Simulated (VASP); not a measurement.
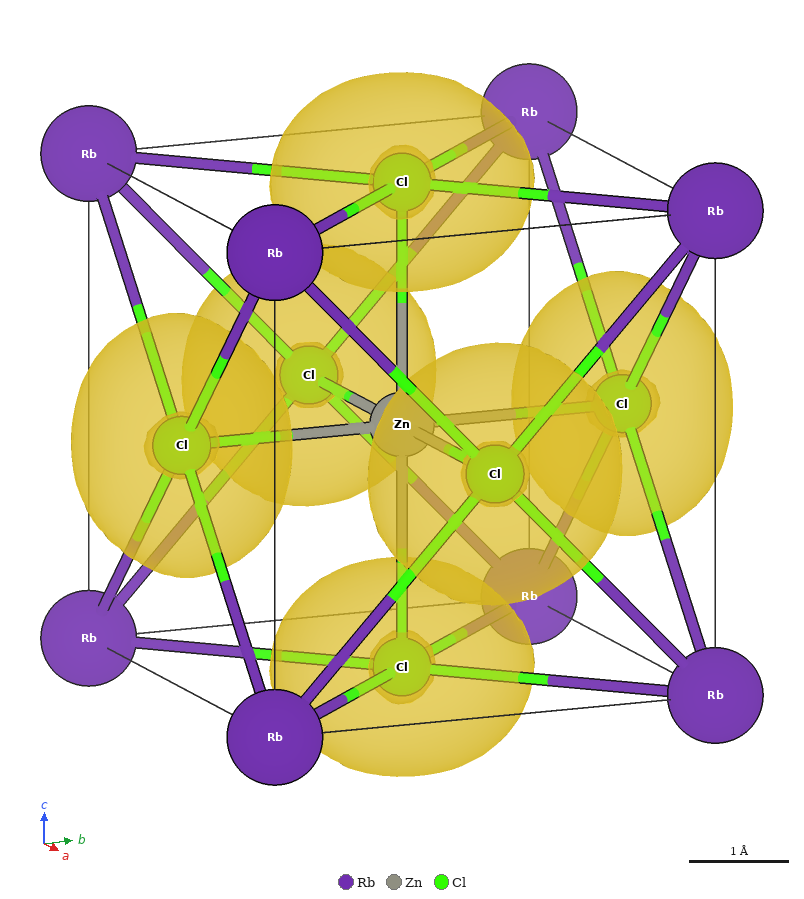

*RbZnCl₃. Isosurface of the electron localisation function at 0.65 (yellow), seen slightly off an axis. Only the valence region is drawn (cores and ρ < 0.01 e/Å³ removed). Sticks mark near contacts.*

Space group P4/mmm; a generated structure, not necessarily the stable one; changed on purpose from its base cell (epitaxial xy strain -2.0%); computed pressure about 3 GPa in this cell.

Level of theory: VASP 6.6.1, Kohn-Sham DFT of a periodic cell, PBE, VASP PAW PBE potentials, recommended.

> Identify the bonds, lone pairs and shells in this picture.

At this value the surface marks out three regions wrapped around Cl (the valence shell of each), counted in one cell of 5 atoms. Any copies at cell faces, edges or corners count once. Profiles from the grid: Zn–Cl (2.42 Å): the ELF peaks at about 0.85 in the valence shell of Cl, 0.8 Å from its nucleus, and drops to about 0.15 between the two atoms; no shared electron pair shows on this line. Rb–Cl (3.42 Å): the ELF is about 0.05 at the midpoint; an ionic contact with no shared pair.
